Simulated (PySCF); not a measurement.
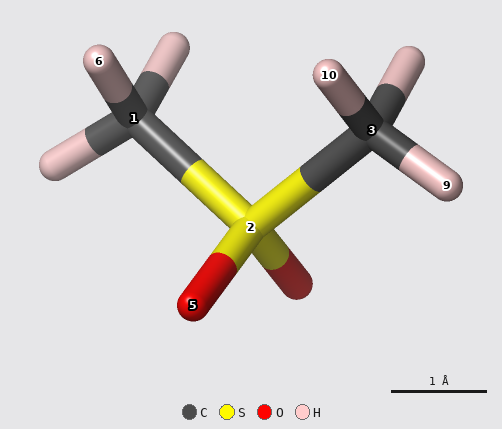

C2H6O2S, before the relaxation. Style: stick. Shown at a tilt.

The start comes from MMFF94s. Its atoms were then displaced at random by about 0.03 Å.

Theory: PBE0-D3(BJ)/def2-SVP geometry optimisation, gas phase in PySCF 2.14.0, density-fitted response routines.

```xyz
11

C     1.3584    0.5127   -0.0275
S     0.0555   -0.6291   -0.4960
C    -1.4157   -0.1046    0.4051
O     0.5976   -1.8915    0.0248
O    -0.2304   -0.4649   -1.9305
H     0.9333    1.5929   -0.3456
H     2.2513    0.3410   -0.5658
H     1.5039    0.5600    1.0235
H    -2.1758   -0.7746    0.2717
H    -1.6370    0.9044    0.1488
H    -1.1430   -0.1317    1.5223
```

Q: Where does the relaxation end?

A: The largest move after the best rigid fit is that of H9, 0.12 Å. Largest moves by element: H 0.12 Å, O 0.10 Å, C 0.09 Å, S 0.04 Å. Among the contacts that change: C1–H6 1.204 → 1.097 Å, C3–H9 1.022 → 1.099 Å, C3–H11 1.150 → 1.097 Å, C1–H7 1.057 → 1.099 Å. Bond angles that change, for instance: S2–C1–H7 112.2° → 104.6°, C1–S2–O4 100.7° → 107.6°, H6–C1–H8 105.7° → 112.2°. The energy falls by 59.0 kJ/mol in 9 geometry steps. The run took 29 s on 1 thread of Arm Neoverse V2 (shared host).

Step by step:

| step | E − E(0), kJ/mol |
| --- | --- |
| 0 | 0.00 |
| 1 | -40.12 |
| 2 | -56.62 |
| 3 | -58.84 |
| 4 | -58.95 |
| 5 | -58.98 |
| 6 | -58.99 |
| 7 | -59.01 |
| 8 | -59.01 |
| 9 | -59.02 |

Final geometry:

```xyz
11

C     1.3238    0.5992   -0.0421
S     0.0787   -0.6072   -0.4670
C    -1.3649   -0.1004    0.4517
O     0.5101   -1.8939    0.0688
O    -0.2227   -0.4460   -1.8858
H     0.9900    1.5989   -0.3472
H     2.2067    0.3021   -0.6246
H     1.5410    0.5451    1.0318
H    -2.1354   -0.8350    0.1801
H    -1.6727    0.9047    0.1376
H    -1.1565   -0.1531    1.5276
```

After the run, drawn alike:

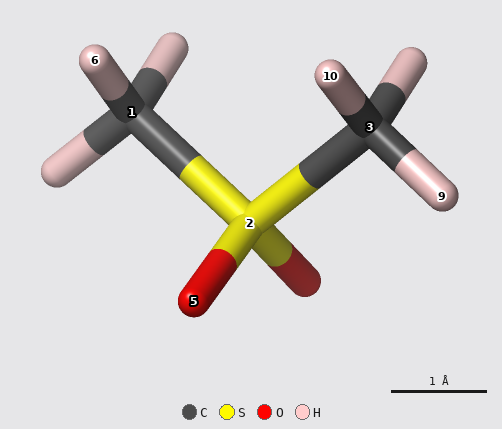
